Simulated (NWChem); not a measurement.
# One shape, several levels: C2N2 (bisisocyanide)

Aim: a comparison of 6 runs (HF/STO-3G, B3LYP/6-31G*, B3LYP/cc-pVTZ, M06-2X/cc-pVTZ, PBE0/cc-pVTZ) of C2N2 (bisisocyanide). 

The results are computed with NWChem 7.3.0.

2 further runs of the same task are left out: 2 set aside as unsound or not needed. Runs told in other sessions of the task aren't counted.

## (1) The system as given

The species is C2N2 (4 atoms), meant as a singlet with charge 0. SMILES: `[C-]#[N+][N+]#[C-]`. Geometry: relaxed at PBE0-D4/def2-TZVP.

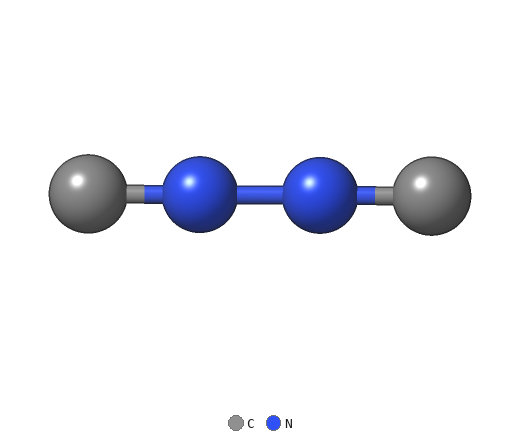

Viewed from a chosen angle; carbon grey, nitrogen blue.

## (2) Energy and forces at HF/STO-3G (run 1)

c2n2.nw reads:

```
start c2n2
title "C2N2 hf"
memory stack 880 mb heap 220 mb global 1100 mb
charge 0

geometry noautosym nocenter noautoz
  C     -0.612040     1.680100     0.265350
  N     -0.214170     0.587980     0.092870
  N      0.214200    -0.587980    -0.092860
  C      0.612010    -1.680110    -0.265370
end

basis spherical bse
  * library STO-3G
end

scf
  singlet
  rhf
  thresh 1e-08
  maxiter 80
end

task scf gradient
```

On the command line:

```
$ nwchem c2n2.nw > c2n2.out
```

Standard output:

```text
[...]
  functions       =    20
[...]
  wavefunction    = RHF
[...]
         Total SCF energy =   -182.101549926395
      One-electron energy =   -408.478612047818
      Two-electron energy =    144.570433390463
 Nuclear repulsion energy =     81.806628730960
        Time for solution =      0.2s
[...]
                         RHF ENERGY GRADIENTS
    atom               coordinates                        gradient
                 x          y          z           x          y          z
   1 C      -1.156588   3.174929   0.501439    0.006927  -0.019017  -0.003004
   2 N      -0.404723   1.111121   0.175499    0.030868  -0.084735  -0.013383
   3 N       0.404779  -1.111121  -0.175480   -0.030861   0.084718   0.013381
   4 C       1.156531  -3.174948  -0.501477   -0.006934   0.019034   0.003006
[...]
```

It took 0.78 s on 1 thread of Intel Xeon 6975P-C (Granite Rapids), shared host; peak memory 0.1 GiB.

## (3) Energy and gradient at B3LYP/6-31G(d) (spherical functions) (run 2)

run.py reads:

```python
from ase import Atoms
from ase.calculators.nwchem import NWChem

molecule = Atoms(['C', 'N', 'N', 'C'], positions=[
    [-0.612040, 1.680100, 0.265350],
    [-0.214170, 0.587980, 0.092870],
    [0.214200, -0.587980, -0.092860],
    [0.612010, -1.680110, -0.265370],
])

calc = NWChem(
    label='calc',
    theory='dft',
    memory='2200 mb',
    basis='6-31G*',
    basispar='spherical bse',
    dft={'xc': 'b3lyp', 'mult': '1', 'grid': 'xfine', 'convergence': 'energy 1e-08', 'iterations': '100', 'mulliken': None},
)
molecule.calc = calc

forces = molecule.get_forces()
print(f"energy = {molecule.get_potential_energy():.6f} eV")
print("forces (eV/A):")
for s, f in zip(molecule.symbols, forces):
    print(f"{s:2s} {f[0]:10.5f} {f[1]:10.5f} {f[2]:10.5f}")
print("dipole (e A):", molecule.get_dipole_moment().round(4))
```

On the command line:

```
$ export ASE_NWCHEM_COMMAND="nwchem PREFIX.nwi > PREFIX.nwo"
$ python run.py
```

Standard output:

```text
energy = -5048.689788 eV
forces (eV/A):
C    -0.45915    1.26046    0.19905
N     0.16620   -0.45627   -0.07204
N    -0.16645    0.45699    0.07215
C     0.45940   -1.26113   -0.19921
dipole (e A): [0. 0. 0.]
```

The calculator wrote calc.nwi:

```
title "calc"

permanent_dir calc

scratch_dir calc

start calc

geometry units angstrom nocenter noautosym noautoz
  C  -6.1204000000000003e-01 1.6800999999999999e+00 2.6534999999999997e-01
  N  -2.1417000000000000e-01 5.8797999999999995e-01 9.2869999999999994e-02
  N  2.1420000000000000e-01 -5.8797999999999995e-01 -9.2859999999999998e-02
  C  6.1201000000000005e-01 -1.6801100000000000e+00 -2.6536999999999999e-01
end

memory 2200 mb

basis spherical bse noprint
   * library 6-31G*
end

dft
  xc b3lyp
  mult 1
  grid xfine
  convergence energy 1e-08
  iterations 100
  mulliken
end

task dft gradient
```

calc.nwo:

```text
Northwest Computational Chemistry Package (NWChem) 7.3.0
             --------------------------------------------------------

           Job information
           ---------------

    nwchem branch   = 7.3.0
    use scalapack   = T
    input           = calc.nwi
    prefix          = calc.
    data base       = calc/calc.db
    status          = startup
    nproc           =        1

           Memory information
           ------------------

    heap     =     72089594 doubles =      550.0 Mbytes
    stack    =     72089599 doubles =      550.0 Mbytes
    global   =    144179200 doubles =     1100.0 Mbytes (distinct from heap & stack)
    total    =    288358393 doubles =     2200.0 Mbytes
    verify   = yes
    hardfail = no

[... 89 lines left out ...]
  convergence criterion.
[... 39 lines left out ...]
          Spatial weights used:  Erf1
[... 71 lines left out ...]
         Total DFT energy =     -185.535929095624
[... 3 lines left out ...]
 Nuclear repulsion energy =       81.806628730960
[... 460 lines left out ...]
          Convergence on gradient requested:  5.00D-04
[... 26 lines left out ...]
          total energy or number of iterations.
[... 26 lines left out ...]
                         DFT ENERGY GRADIENTS

    atom               coordinates                        gradient
                 x          y          z           x          y          z
   1 C      -1.156588   3.174929   0.501439    0.008929  -0.024512  -0.003871
   2 N      -0.404723   1.111121   0.175499   -0.003232   0.008873   0.001401
   3 N       0.404779  -1.111121  -0.175480    0.003237  -0.008887  -0.001403
   4 C       1.156531  -3.174948  -0.501477   -0.008934   0.024525   0.003874

                 ----------------------------------------
                 |  Time  |  1-e(secs)   |  2-e(secs)   |
                 ----------------------------------------
                 |  CPU   |       0.00   |       0.37   |
                 ----------------------------------------
                 |  WALL  |       0.00   |       0.37   |
                 ----------------------------------------

 Task  times  cpu:        5.6s     wall:        5.6s
 Total times  cpu:        5.6s     wall:        5.6s
```

Run time: 6.6 s. Hardware: 1 thread of Intel Xeon 6975P-C (Granite Rapids), shared host; peak memory 0.13 GiB.

Runs 3 to 5 aren't shown in full; the table further down has their settings and results.

## (4) Energy and gradient at PBE0/cc-pVTZ (run 6)

test.xyz reads:

```xyz
4
bisisocyanide
C     -0.612040     1.680100     0.265350
N     -0.214170     0.587980     0.092870
N      0.214200    -0.587980    -0.092860
C      0.612010    -1.680110    -0.265370
```

run.py reads:

```python
from ase.io import read
from ase.calculators.nwchem import NWChem

atoms = read('test.xyz')

calc = NWChem(
    label='test',
    theory='dft',
    memory='2200 mb',
    basis='cc-pVTZ',
    basispar='spherical bse',
    dft={'xc': 'pbe0', 'mult': '1', 'grid': 'fine', 'convergence': 'energy 1e-08', 'iterations': '100', 'mulliken': None},
)
atoms.calc = calc

forces = atoms.get_forces()
e = atoms.get_potential_energy()
print(f"E = {e:.6f} eV")
print("forces (eV/A):")
for s, f in zip(atoms.symbols, forces):
    print(f"{s:2s} {f[0]:10.5f} {f[1]:10.5f} {f[2]:10.5f}")
print("dipole (e A):", atoms.get_dipole_moment().round(4))
```

On the command line:

```
$ export ASE_NWCHEM_COMMAND="nwchem PREFIX.nwi > PREFIX.nwo"
$ python run.py
```

Standard output:

```text
E = -5044.637566 eV
forces (eV/A):
C    -0.03296    0.09066    0.01435
N     0.01861   -0.05127   -0.00807
N    -0.01892    0.05188    0.00818
C     0.03327   -0.09127   -0.01440
dipole (e A): [0. 0. 0.]
```

The calculator wrote test.nwi:

```
title "test"

permanent_dir test

scratch_dir test

start test

geometry units angstrom nocenter noautosym noautoz
  C  -6.1204000000000003e-01 1.6800999999999999e+00 2.6534999999999997e-01
  N  -2.1417000000000000e-01 5.8797999999999995e-01 9.2869999999999994e-02
  N  2.1420000000000000e-01 -5.8797999999999995e-01 -9.2859999999999998e-02
  C  6.1201000000000005e-01 -1.6801100000000000e+00 -2.6536999999999999e-01
end

memory 2200 mb

basis spherical bse noprint
   * library cc-pVTZ
end

dft
  xc pbe0
  mult 1
  grid fine
  convergence energy 1e-08
  iterations 100
  mulliken
end

task dft gradient
```

test.nwo:

```text
Northwest Computational Chemistry Package (NWChem) 7.3.0
             --------------------------------------------------------

           Job information
           ---------------

    nwchem branch   = 7.3.0
    use scalapack   = T
    input           = test.nwi
    prefix          = test.
    data base       = test/test.db
    status          = startup
    nproc           =        1

           Memory information
           ------------------

    heap     =     72089594 doubles =      550.0 Mbytes
    stack    =     72089599 doubles =      550.0 Mbytes
    global   =    144179200 doubles =     1100.0 Mbytes (distinct from heap & stack)
    total    =    288358393 doubles =     2200.0 Mbytes
    verify   = yes
    hardfail = no

[... 89 lines left out ...]
  convergence criterion.
[... 38 lines left out ...]
          Spatial weights used:  Erf1
[... 71 lines left out ...]
         Total DFT energy =     -185.387012687053
[... 3 lines left out ...]
 Nuclear repulsion energy =       81.806628730960
[... 910 lines left out ...]
          Convergence on gradient requested:  5.00D-04
[... 25 lines left out ...]
          total energy or number of iterations.
[... 26 lines left out ...]
                         DFT ENERGY GRADIENTS

    atom               coordinates                        gradient
                 x          y          z           x          y          z
   1 C      -1.156588   3.174929   0.501439    0.000641  -0.001763  -0.000279
   2 N      -0.404723   1.111121   0.175499   -0.000362   0.000997   0.000157
   3 N       0.404779  -1.111121  -0.175480    0.000368  -0.001009  -0.000159
   4 C       1.156531  -3.174948  -0.501477   -0.000647   0.001775   0.000280

                 ----------------------------------------
                 |  Time  |  1-e(secs)   |  2-e(secs)   |
                 ----------------------------------------
                 |  CPU   |       0.01   |       5.54   |
                 ----------------------------------------
                 |  WALL  |       0.01   |       5.54   |
                 ----------------------------------------

 Task  times  cpu:       21.1s     wall:       21.1s
 Total times  cpu:       21.1s     wall:       21.1s
```

It took 22 s on 1 thread of Intel Xeon 6975P-C (Granite Rapids), shared host; peak memory 0.13 GiB.

## (5) Overview of the runs

```csv
run,level,iteration cap,module,energy (Eh),dipole moment (D),HOMO energy (eV),LUMO energy (eV),wall time
1,HF/STO-3G,80,scf,-182.101550,0.00,-11.13,6.44,0.78 s
2,B3LYP/6-31G* (spherical functions),100,dft,-185.535929,0.00,-9.41,-1.73,6.6 s
3,B3LYP/6-31G* (Cartesian functions),100,dft,-185.541202,0.00,-9.43,-1.74,6.6 s
4,B3LYP/cc-pVTZ,100,dft,-185.610930,0.00,-9.78,-2.14,22 s
5,M06-2X/cc-pVTZ,100,dft,-185.547664,0.00,-11.55,-0.83,24 s
6,PBE0/cc-pVTZ,100,dft,-185.387013,0.00,-10.05,-1.89,22 s
```

## (6) Results

| quantity | value |
| --- | --- |
| run 6: total energy | -185.38701 Eh |
| run 6: dipole moment | 0.00 D |
| run 6: HOMO energy | -10.05 eV |
| run 6: LUMO energy | -1.89 eV |
| run 6: HOMO–LUMO gap | 8.16 eV |
| run 6: largest force on an atom | 0.098 eV/Å |

The HOMO–LUMO gap runs from 7.65 eV (B3LYP/cc-pVTZ) to 17.57 eV (HF/STO-3G). The two ends differ in method and basis. Totals of different functionals can't be ranked against each other. In run 1 the basis is minimal, so the values are rough. All runs together took 82 s, the longest 24 s.
